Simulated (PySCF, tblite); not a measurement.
**C₃H₆B radical: geometry, infrared bands and EPR parameters**

Wanted: the infrared bands and EPR parameters of C₃H₆B radical (`B[C@H]1[CH]C1`), by calculation.

Computed with tblite 0.8.0 and PySCF 2.14.0, with density-fitted response routines of our own, on a single molecule in the gas phase. Atoms count from 0, in the outputs and in this text.

## 1. The starting structure

10 atoms, charge 0, multiplicity 2; geometry from: force field or distance geometry start.

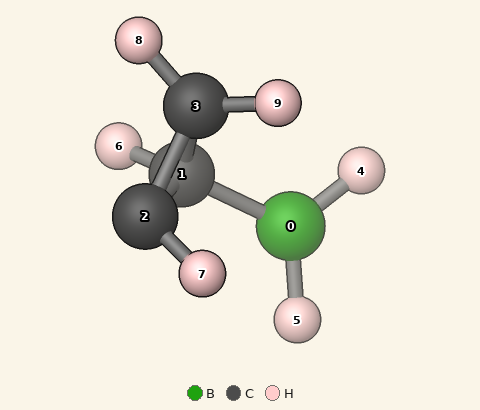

As it starts; boron green, carbon dark grey, hydrogen pink, atoms numbered; sticks join atoms by distance.

## 2. Geometry optimisation with GFN2-xTB

Job settings and geometry (Å):

```
{"job": {"kind": "relax", "xc": "GFN2-xTB", "basis": "xTB"}, "charge": 0, "multiplicity": 2}
B      1.313000    -0.655400     0.173700
C     -0.017500    -0.231800    -0.634800
C     -1.320200    -0.405800     0.127200
C     -0.729100     0.988100    -0.077600
H      2.207500     0.101000     0.264900
H      1.393700    -1.736500     0.633300
H     -0.072300    -0.331300    -1.732700
H     -1.173800    -0.731500     1.178700
H     -1.263400     1.581800    -0.826100
H     -0.329000     1.426000     0.871000
```

Launch:

```
> OMP_NUM_THREADS=1 python probes_run.py task.json out
```

The driver reads the jobs from task.json and runs them one after another.

**Question.** This job is followed by: GFN2-xTB harmonic vibrations, gas phase; UKS B3LYP, pcH-1 on B C H, non-relativistic, mean-field spin-orbit, GIAO. Predict these results of the whole session: strongest single infrared mode (GFN2-xTB); zero-point energy (GFN2-xTB); g(iso) (B3LYP); ⟨S²⟩; largest a(iso) (averaged by class); surface potential, least and greatest.

As calculated:

| quantity | value |
| --- | --- |
| strongest single infrared mode (GFN2-xTB) | 2669 cm⁻¹, 154 km/mol |
| zero-point energy (GFN2-xTB) | 47.9 kcal/mol |
| g(iso) (B3LYP) | 2.00266 |
| ⟨S²⟩ | 0.753 (exact 0.75) |
| largest a(iso) (averaged by class) | 13C on C2, 304.7 MHz |
| surface potential, least and greatest | -0.42 V and 1.08 V |

Over 63 steps the energy fell by 0.703 eV; of the close pairs, C2–C3 changed most, 1.528 to 1.444 Å. No mode is imaginary among the 24: a minimum at this level. The strongest single mode, at 2669 cm⁻¹, moves mainly H5 and H4. Unscaled tight-binding wavenumbers are off by several per cent, some by more. Its intensities can rank the bands wrongly. Most of the unpaired spin sits on C2 (0.95 e). The isotropic g lies 0.3 ppt above the free-electron value.
